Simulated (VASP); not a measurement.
Band structure of ZrSi (relaxed from the NiAs type structure, space group P6_3/mmc). Computed with PBE GGA, VASP's PBE PAW potentials (set 64) (plane waves; VASP 6.6.1).

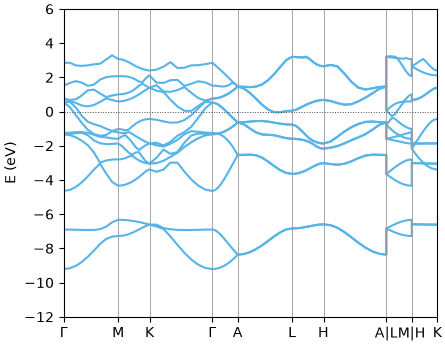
Fig. 1. Bands along high-symmetry lines, zero at the valence-band maximum or, without a gap, the Fermi level

Task: Read the plot: is there a gap, and where are the band edges?

Result: It has no gap at this level: it comes out as a metal or semimetal. (Edges off the drawn lines would not show.)

The structure was generated: ZrSi was put into the NiAs type type (P6_3/mmc), which need not be its known phase. It was relaxed first, which changed the volume by -28 %.
